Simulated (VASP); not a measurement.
Band structure of Si (diamond). These are modified Becke-Johnson potential (mBJ), VASP's PBE PAW potentials (set 64) (plane waves; VASP 6.6.1) values and carry that method's errors.

mBJ is a potential without an energy functional, so only the levels count. The path is coarsely sampled, so an indirect gap can come out somewhat too large.

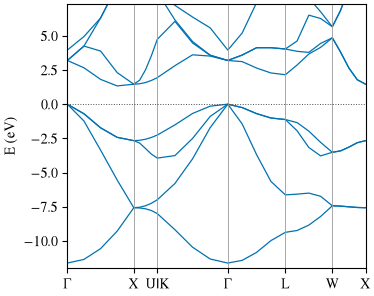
Bands along high-symmetry lines, zero at the valence-band maximum or, without a gap, the Fermi level

Q: Read the plot: is there a gap, and where are the band edges?

A: The gap is indirect, 1.33 eV, from the valence maximum at Γ to the conduction minimum at Γ-X at 0.75.

The compound is Si in the diamond structure. It was relaxed first. The cell's shape comes from a PBE relaxation.
